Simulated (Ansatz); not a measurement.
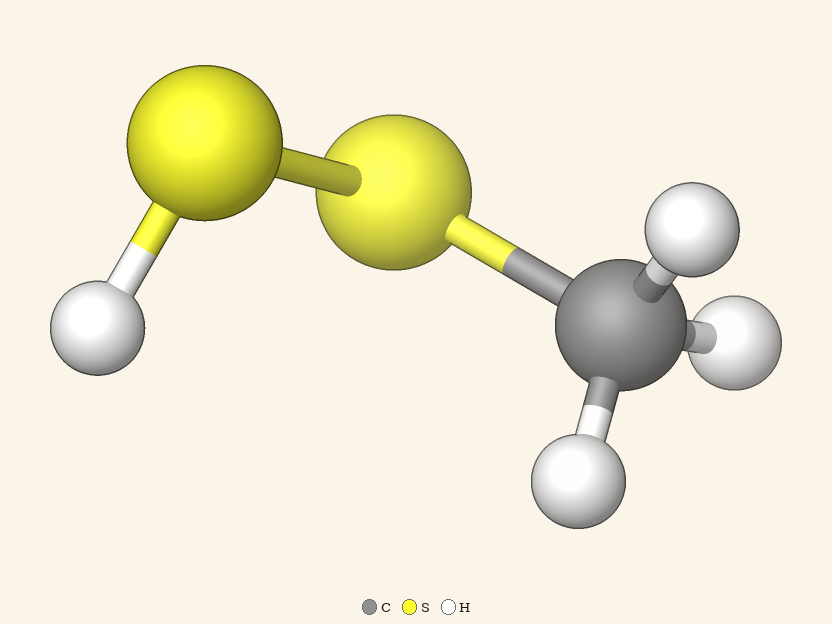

The computed structure is the end point of a PBE0-D4/def2-TZVP optimisation.

Count the atoms of each element.

Answer. CH₄S₂, 7 atoms: 1 carbon, 4 hydrogen and 2 sulfur.

What is its SMILES?

Answer. CSS

How many sets of symmetry-equivalent atoms are there?

Answer. 7: 1 C, 1 S, 1 S, 1 H, 1 H, 1 H, 1 H.

How many bonds of each kind are drawn?

Answer. 3 C–H, 1 C–S, 1 S–S, 1 S–H.

What is the point group of this geometry?

Answer. C1.

More results for the same structure follow; atom numbers are the same in all pictures, views and colours differ.

## Shape

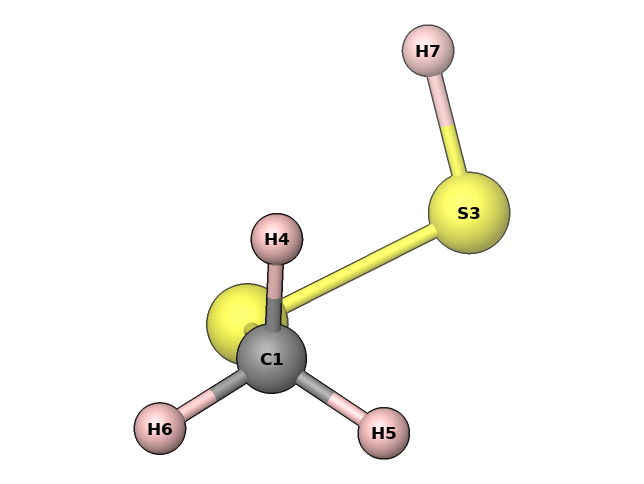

S2 lies behind C1. The molecule seen nearly along the C1–S2 bond, C1 in front. Atoms fade into the background with distance from the viewer.

What is the torsion angle H4–C1–S2–S3? The sign is positive where the front bond must turn clockwise to cover the back bond.

Answer. 66°, synclinal (gauche).

## Levels of theory compared

Program: Ansatz 0.2.0.

Compare dipole (D), vertical IP (eV), HOMO–LUMO gap (eV) at these levels: B3LYP-D4/def2-TZVPP; PBE-D4/def2-TZVPP; r2SCAN-D4/def2-TZVPP; ωB97M-V/def2-TZVPP.

```json
{"level": "B3LYP-D4/def2-TZVPP", "dipole (D)": "1.72", "vertical IP (eV)": "9.20", "HOMO–LUMO gap (eV)": "5.96"}
{"level": "PBE-D4/def2-TZVPP", "dipole (D)": "1.72", "vertical IP (eV)": "9.02", "HOMO–LUMO gap (eV)": "4.20"}
{"level": "r2SCAN-D4/def2-TZVPP", "dipole (D)": "1.81", "vertical IP (eV)": "9.08", "HOMO–LUMO gap (eV)": "4.68"}
{"level": "ωB97M-V/def2-TZVPP", "dipole (D)": "1.73", "vertical IP (eV)": "9.25", "HOMO–LUMO gap (eV)": "10.70"}
```

## Vibrations

Harmonic vibrations computed with RKS PBE0-D4/def2-TZVP (Ansatz 0.2.0) at a stationary point of the same level.

List the wavenumbers.

Answer. 15 modes: 170, 245, 341, 532, 720, 894, 968, 974, 1339, 1448, 1469, 2645, 3055, 3146, 3162 cm⁻¹.

## Thermal motion

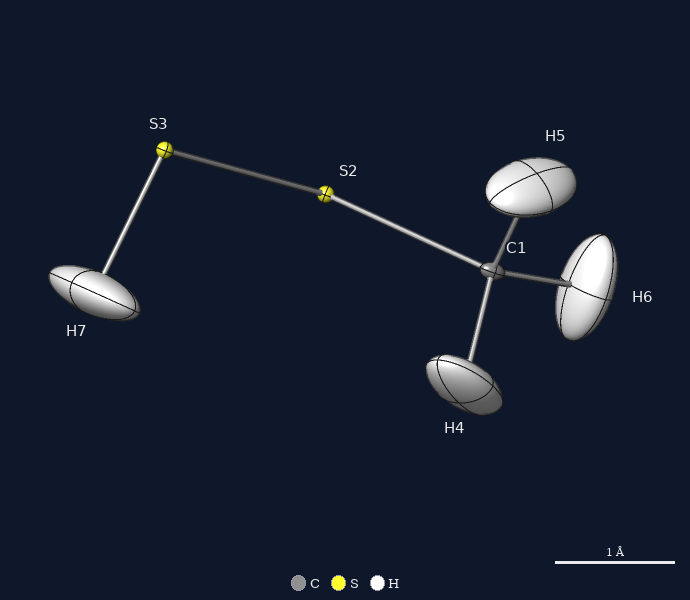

Displacement ellipsoids at the 50 % level, enlarged 1.5 times, from the internal vibrations of the free molecule (harmonic, no overall translation or rotation; no half-axis is drawn under 0.075 Å). Vibrations computed with RKS PBE0-D4/def2-TZVP (Ansatz 0.2.0). Temperature: 0 K (zero-point motion alone).

Give the displacement parameters, one line for each set of equivalent atoms.

```tsv
atom	U_eq (Å²)	rms amplitudes (Å)
C1	0.0013	0.019, 0.032, 0.050
S2	0.00043	0.012, 0.020, 0.027
S3	0.00038	0.009, 0.017, 0.028
H4	0.0201	0.074, 0.123, 0.199
H5	0.0203	0.074, 0.125, 0.200
H6	0.0220	0.084, 0.130, 0.205
H7	0.0234	0.079, 0.135, 0.214
```

## Charges

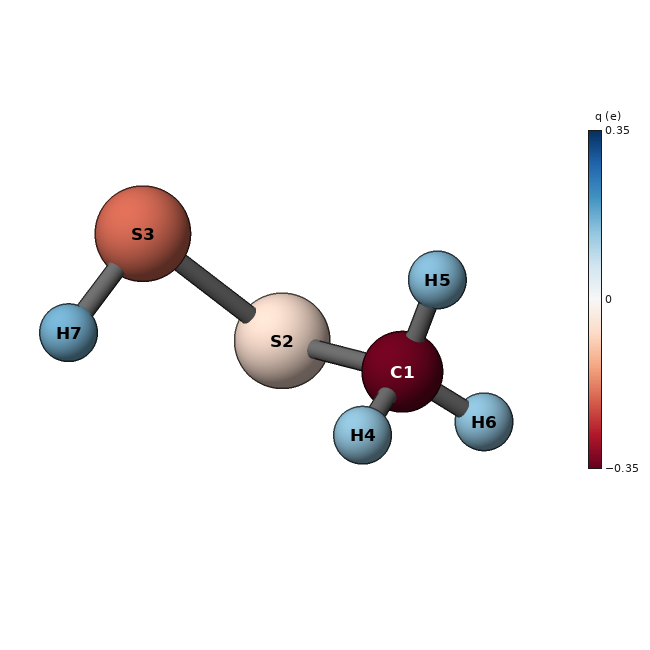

Atoms are coloured by their Mulliken charges. Properties computed with RKS PBE0-D4/def2-TZVP (Ansatz 0.2.0).

Which atom carries the highest charge (most positive or least negative)?

Answer. H7 (0.16 e).

And the lowest?

Answer. C1 (−0.34 e).

List the Mulliken charges.

| atom | value (e) |
| --- | --- |
| C1 | −0.34 |
| S2 | −0.06 |
| S3 | −0.20 |
| H4 | 0.14 |
| H5 | 0.15 |
| H6 | 0.14 |
| H7 | 0.16 |

Mulliken values depend strongly on the basis set and can even reverse the polarity of a bond.
